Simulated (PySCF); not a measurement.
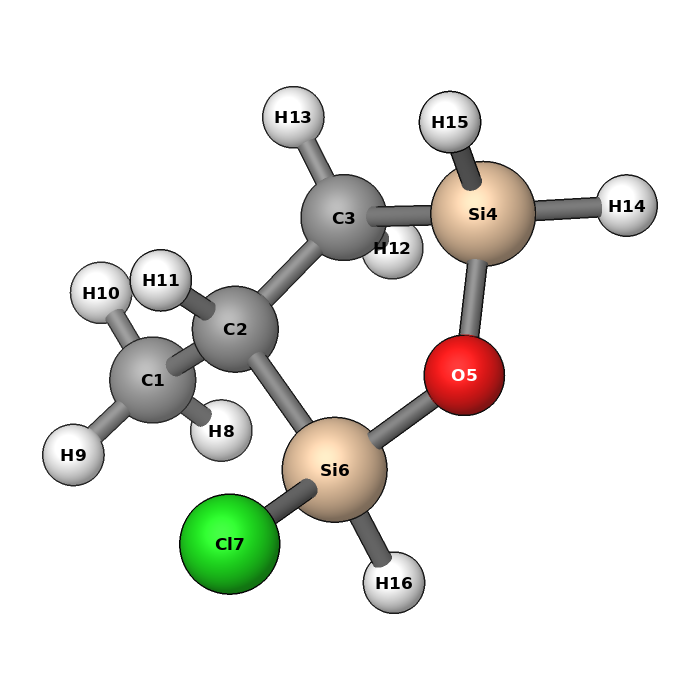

The geometry was computed by an optimisation with GFN2-xTB. No frequency run is at hand to confirm it as a minimum. Electric field gradients from the ground-state density, PBE0/pcSseg-1 (PySCF 2.14.0), non-relativistic apart from any core potentials.

Give the largest field-gradient component, the quadrupole coupling constant and the asymmetry for 17O at O5 (Q = −25.6 mb), 35Cl at Cl7 (Q = −81.7 mb).

```
atom  V_zz (a.u.)  e²qQ/h (MHz)     η
  O5        0.913         −5.49  0.22
 Cl7        1.931         −37.1  0.07
```

The geometry is semi-empirical. Around Si such bond lengths and angles can be off by a tenth of an ångström or more and by several degrees, and values that hang on the shape move with them.
